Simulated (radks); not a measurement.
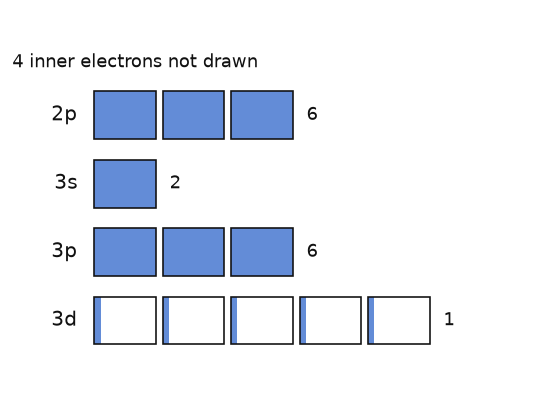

Fig. 1: The outer shells as the input fills them: a box for each of the 2l + 1 orbitals, shaded by the share of the shell that is filled, with the electron count at the right.

Atomic calculation, with input and output: Ti³⁺

- system: Ti³⁺ (Z = 22, 19 electrons) in the configuration [Ar] 3d1 (open shells shared over both j by 2j + 1).
- method: Dirac Kohn-Sham, PBE, spin-unpolarised, spherical densities, finite nucleus (the in-house radial solver radks)

### Log
```
1s1/2   1   2.0000        -180.12915727
2s1/2   1   2.0000         -20.97698408
2p1/2   1   2.0000         -17.71134933
2p3/2   1   4.0000         -17.49928678
3s1/2   1   2.0000          -3.49235769
3p1/2   1   2.0000          -2.62298857
3p3/2   1   4.0000          -2.59759427
3d3/2   1   0.4000          -1.27625704
3d5/2   1   0.6000          -1.27393432
Etot -851.8121381803494
Ekin 860.1893793375243
Encl -2003.3063256350208
Eh 332.41241293578037
Exc -41.10760481863325
err 2.3584181218146234e-09
it 13
```

### Slater integrals of the outer shells (hartree)

```tsv
integral	value
F0(3d5/2,3d5/2)	0.7251
F2(3d5/2,3d5/2)	0.3426
F4(3d5/2,3d5/2)	0.2146
F0(3d5/2,3d3/2)	0.7258
F2(3d5/2,3d3/2)	0.3429
F4(3d5/2,3d3/2)	0.2148
G0(3d5/2,3d3/2)	0.7254
G2(3d5/2,3d3/2)	0.3427
G4(3d5/2,3d3/2)	0.2147
F0(3d5/2,3p3/2)	0.7810
F2(3d5/2,3p3/2)	0.3749
G1(3d5/2,3p3/2)	0.4671
G3(3d5/2,3p3/2)	0.2836
F0(3d5/2,3p1/2)	0.7834
F2(3d5/2,3p1/2)	0.3758
G1(3d5/2,3p1/2)	0.4684
G3(3d5/2,3p1/2)	0.2842
F0(3d3/2,3d3/2)	0.7265
F2(3d3/2,3d3/2)	0.3432
F4(3d3/2,3d3/2)	0.2150
```

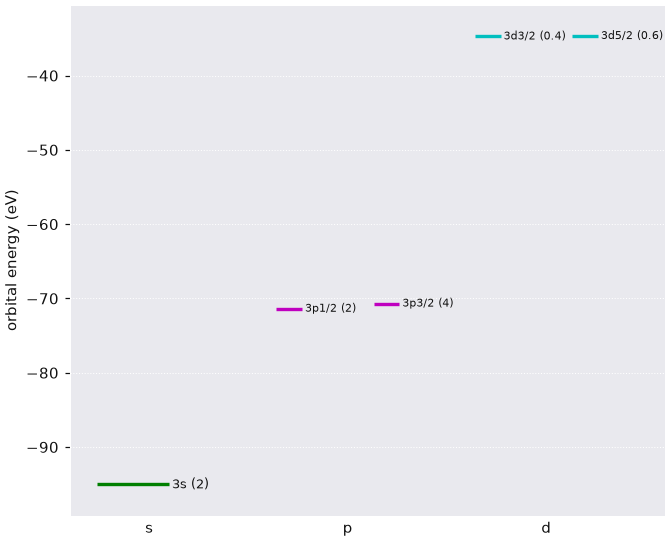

Fig. 2: The outer levels are drawn (occupations in brackets, the lower j at the left of each column). The highest occupied level is 3d5/2 at −34.7 eV. From the top down the occupied levels run 3d5/2 (−34.7 eV), 3d3/2 (−34.7 eV), 3p3/2 (−70.7 eV), 3p1/2 (−71.4 eV), 3s (−95.0 eV). Spin-orbit splittings: 3d 0.0632 eV, 3p 0.691 eV. The measured ionisation energy (NIST) is 43.3 eV; minus the highest level, 34.7 eV, lies 20 % below it, as is usual for a semilocal functional, whose potential decays too fast.

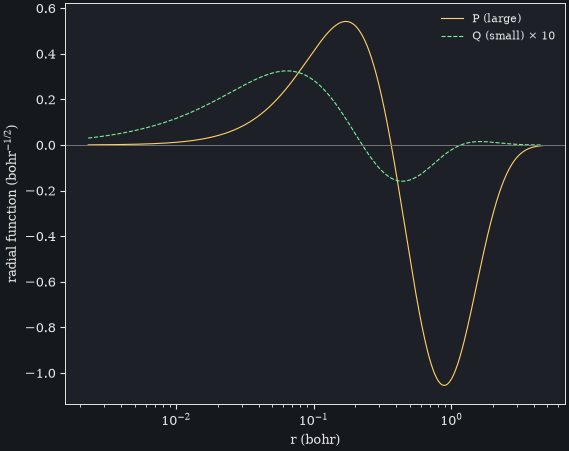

Fig. 3: The large and small radial components of one occupied spinor. It is 3p1/2. The spinor has κ = 1: the large component has l = 1 and 1 radial node (r = 0.366 bohr), the small one has l = 0. The small component carries 0.020 % of the norm; ⟨r⟩ = 1.05 bohr and the eigenvalue is −71.4 eV. The nodes of P give n − l − 1 and its extent picks the shell; Q has as many nodes as P for κ < 0 and one more for κ > 0.

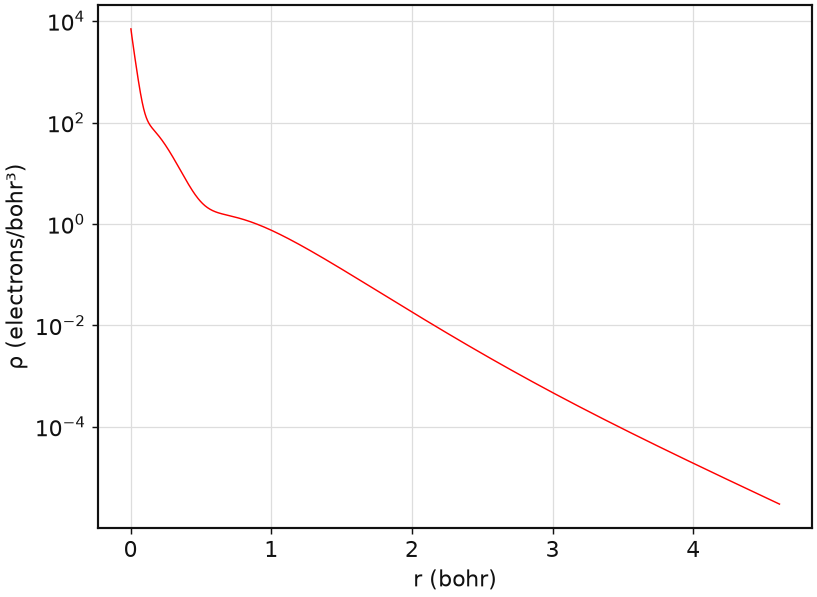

Fig. 4: The electron density ρ(r) on a logarithmic scale. The density falls from 7000 electrons/bohr³ at the inner end (r = 0.0023 bohr) to 0.001 at r = 2.78 bohr, a common measure of the size of an atom or ion. The steps in the slope mark the shells; the radial density has its minima at 0.11 and 0.57 bohr.

### The input
```
Z 22
configuration [Ar] 3d1
relativity Dirac
functional pbe,pbe
spin unpolarised
j_filling average
nucleus finite rms 3.5921 fm
c 137.035999084
```

Energies in input and log are in hartree, lengths in bohr (the nuclear radius in fm).

### Results in brief

```
                       quantity                      value
                        outcome                  converged
                   total energy        −851.812138 hartree
                 kinetic energy         860.189379 hartree
        electron–nucleus energy         −2003.3063 hartree
                 Hartree energy         332.412413 hartree
    exchange–correlation energy         −41.107605 hartree
radius at density 0.001 e/bohr³                  2.78 bohr
                 SCF iterations                         13
                       hardware  1 CPU thread, shared host
```
